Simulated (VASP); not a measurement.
Band structure of YN (space group Fm-3m). These are PBEsol GGA, VASP's PBE PAW potentials (set 64) (plane waves; VASP) values and carry that method's errors.

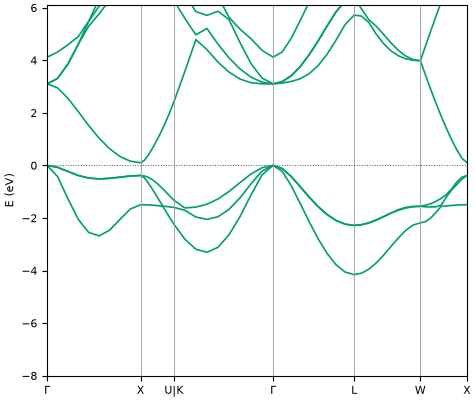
Bands along high-symmetry lines, zero at the valence-band maximum or, without a gap, the Fermi level

### Question
Read the plot: is there a gap, and where are the band edges?

### Answer
The gap is indirect, 0.10 eV, from the valence maximum at Γ to the conduction minimum at X.

The structure is a typed YN crystal (Fm-3m). The cell was not relaxed at this level.
